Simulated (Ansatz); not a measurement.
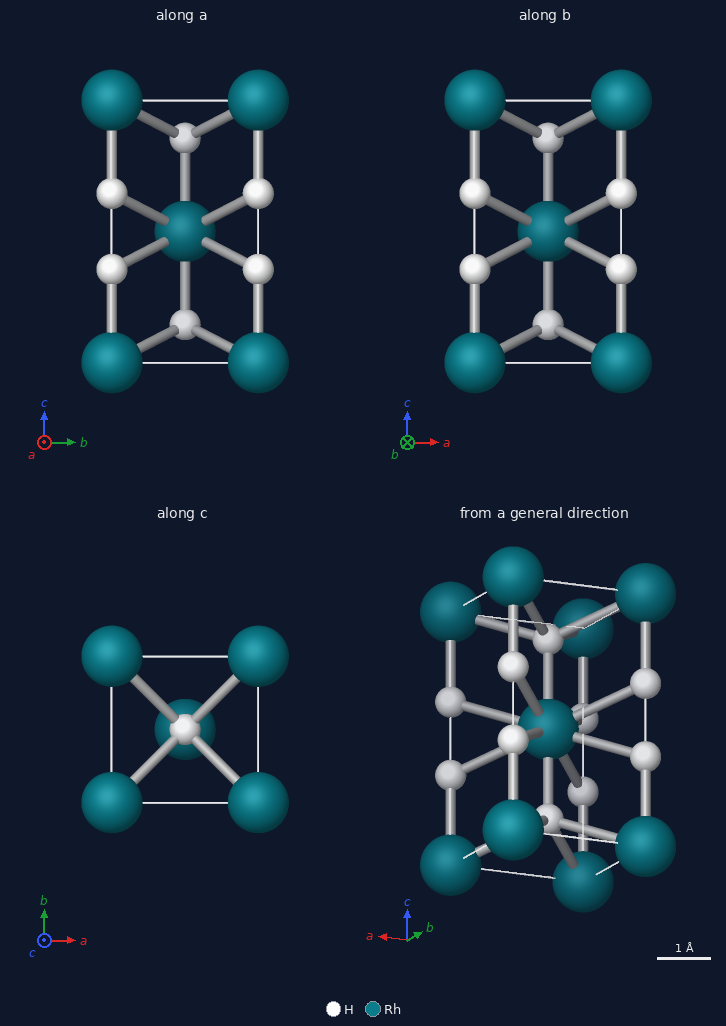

Shown here is a ball-and-stick view of the crystal, taken along the a axis, along the b axis, along the c axis and from a general direction. The lines enclose the conventional unit cell; boundary atoms appear with their images.

The cell measures a = 2.815 Å, b = 2.815 Å, c = 5.046 Å, α = 90.00°, β = 90.00°, γ = 90.00°.

Determine the stoichiometry.

H₂Rh. The cell holds 4 H, 2 Rh, counting shared atoms by their share.

Which Bravais lattice does it have?

Body-centred tetragonal.

Give the space group.

I4/mmm (No. 139), with H on 4e and Rh on 2a.

Which atoms are bonded to Rh?

Each Rh has ten H at about 1.8 to 2.1 Å. Not all metal-metal contacts are counted.

The structure comes from a textbook structure type filled with these elements (whether it is the usual form wasn't checked). The final geometry of a relaxation with DFT PBE, scalar-relativistic, plane waves, PAW in Ansatz is shown.
